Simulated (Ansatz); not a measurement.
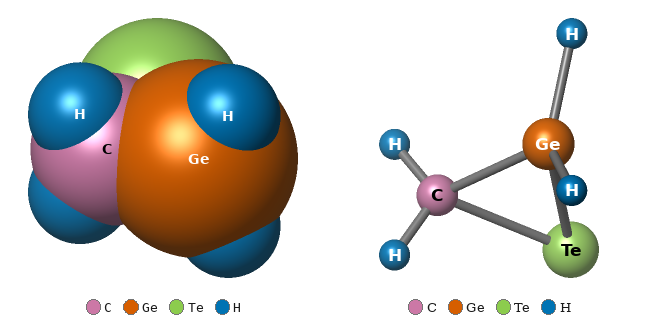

Both panels show the same species.

Describe the molecule.

It has 7 atoms: 1 carbon, 4 hydrogen, 1 germanium and 1 tellurium (CH4GeTe). SMILES: `[CH2]1[GeH2][Te]1`. This geometry has Cs symmetry.

The parts below concern this one geometry. Atoms keep their numbers from picture to picture. The geometry was computed by an optimisation with PBE0-D4/def2-TZVP.

## Shape

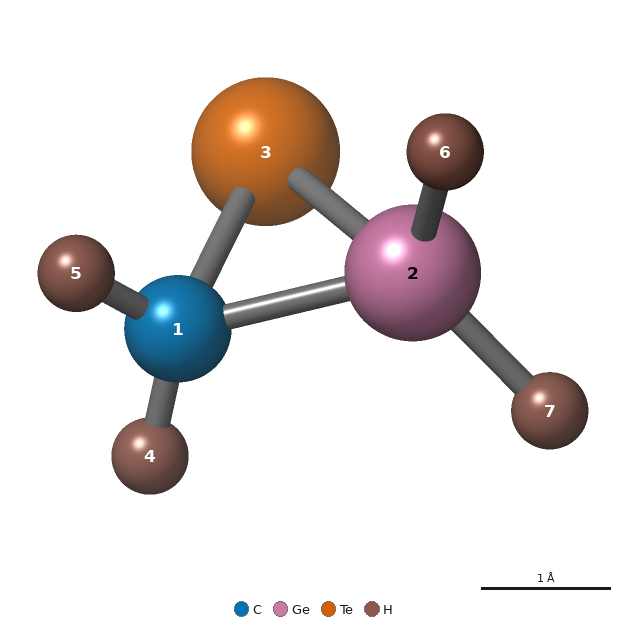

Estimate the angles Ge2–C1–Te3, Ge2–C1–H4, Te3–C1–H4, H4–C1–H5, C1–Ge2–Te3, C1–Ge2–H6, Te3–Ge2–H6, H6–Ge2–H7, C1–Te3–Ge2.

```tsv
angle	degrees
Ge2–C1–Te3	74.4
Ge2–C1–H4	118.4
Te3–C1–H4	112.2
H4–C1–H5	114.4
C1–Ge2–Te3	58.0
C1–Ge2–H6	118.1
Te3–Ge2–H6	117.7
H6–Ge2–H7	115.3
C1–Te3–Ge2	47.6
```

## Levels of theory compared

Program: Ansatz 0.2.0.

Tabulate HOMO–LUMO gap (eV), dipole (D), HOMO energy (eV) at these levels: B3LYP-D4/def2-TZVPP; PBE-D4/def2-TZVPP; r2SCAN-D4/def2-TZVPP; ωB97M-V/def2-TZVPP.

```csv
level,HOMO–LUMO gap (eV),dipole (D),HOMO energy (eV)
B3LYP-D4/def2-TZVPP,4.39,1.67,−5.81
PBE-D4/def2-TZVPP,3.04,1.58,−5.02
r2SCAN-D4/def2-TZVPP,3.41,1.73,−5.24
ωB97M-V/def2-TZVPP,8.69,1.77,−8.10
```

## Charges

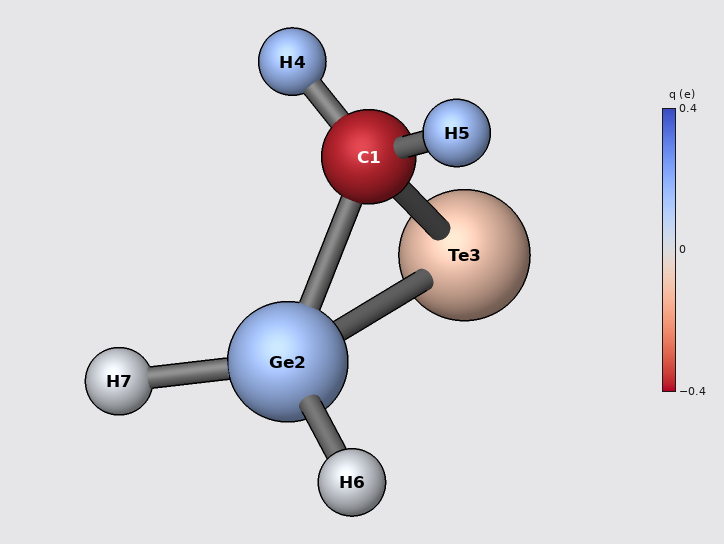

Atoms are coloured by their Mulliken charges. Properties computed with RKS B3LYP-D4/def2-TZVPP, core potentials on Te (Ansatz 0.2.0).

> Which atom carries the highest charge (most positive or least negative)?

H4, H5 (0.15 e).

> And the lowest?

C1 (−0.38 e).

List the Mulliken charges.

```tsv
atom	value (e)
C1	−0.38
Ge2	0.14
Te3	−0.10
H4	0.15
H5	0.15
H6	0.02
H7	0.02
```

## Thermal motion

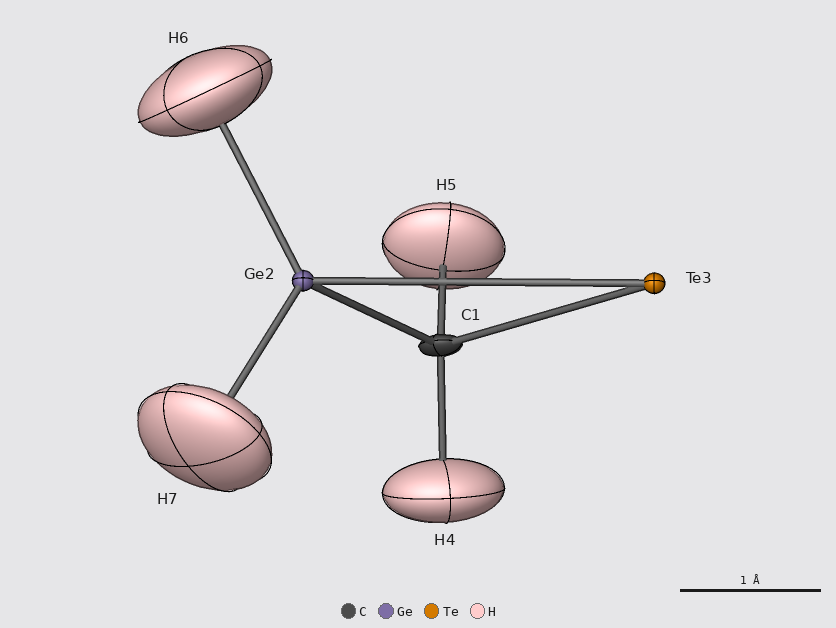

Displacement ellipsoids at the 50 % level, enlarged 2 times, from the internal vibrations of the free molecule (harmonic, no overall translation or rotation; no half-axis is drawn under 0.075 Å). Vibrations computed with RKS PBE0-D4/def2-TZVP, core potentials on Te (Ansatz 0.2.0). Temperature: 100 K.

Give the displacement parameters, one line for each set of equivalent atoms.

```csv
atom,U_eq (Å²),rms amplitudes (Å)
C1,0.0016,"0.021, 0.043, 0.052"
Ge2,0.00023,"0.005, 0.008, 0.025"
Te3,0.00008,"0.001, 0.004, 0.015"
"H4, H5",0.0141,"0.074, 0.130, 0.141"
"H6, H7",0.0212,"0.087, 0.160, 0.174"
```

Mulliken values depend strongly on the basis set and can even reverse the polarity of a bond.
